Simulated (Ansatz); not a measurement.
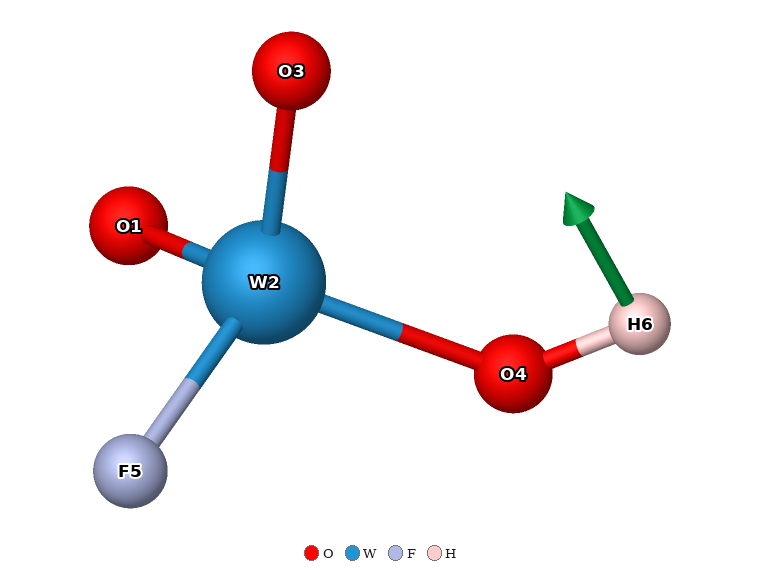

The arrows show one normal mode. Charge 0, singlet. Harmonic vibrations computed with RKS PBE0-D4/def2-TZVP, core potentials on W (Ansatz 0.2.0) at a stationary point of the same level.

Question: What kind of motion is it?

Answer: Mostly H–O–W bending.

Question: At what wavenumber does it lie?

Answer: 613 cm⁻¹; it is mode 7 of 12 counted from the lowest.
